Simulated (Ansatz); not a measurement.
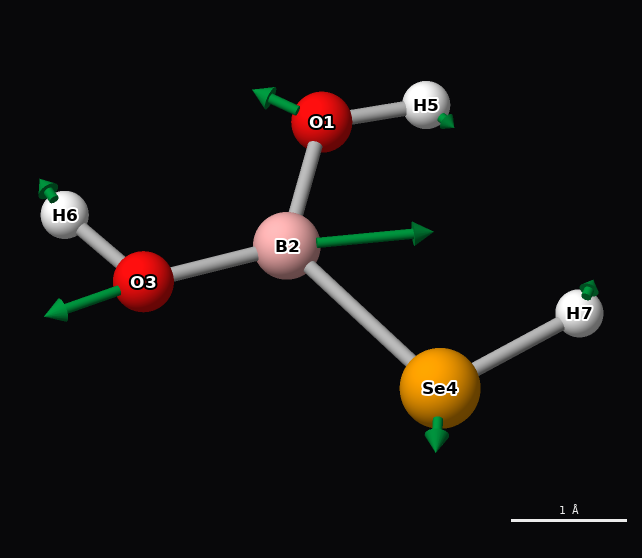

Arrows show the forces on the atoms, 0.8 Å of arrow for 1 eV/Å; forces under a tenth of the largest aren't drawn. Level of theory: CAM-B3LYP-D4/def2-TZVPP (Ansatz 0.2.0).

Question: On which atom is the force largest, and how large is it?

Answer: On B2: 1.29 eV/Å.

Question: Which bond do the forces act along most?

Answer: B2–O3, now 1.329 Å: the forces push its atoms apart, so a first step downhill lengthens it.

List the force components in the frame of the picture (x right, y up, z towards the viewer), in eV/Å.

```tsv
atom	Fx	Fy	Fz
O1	−0.50	0.23	−0.14
B2	1.28	0.12	−0.16
O3	−0.82	−0.29	0.30
Se4	−0.02	−0.37	0.23
H5	0.14	−0.12	0.09
H6	−0.16	0.23	−0.17
H7	0.08	0.19	−0.14
```
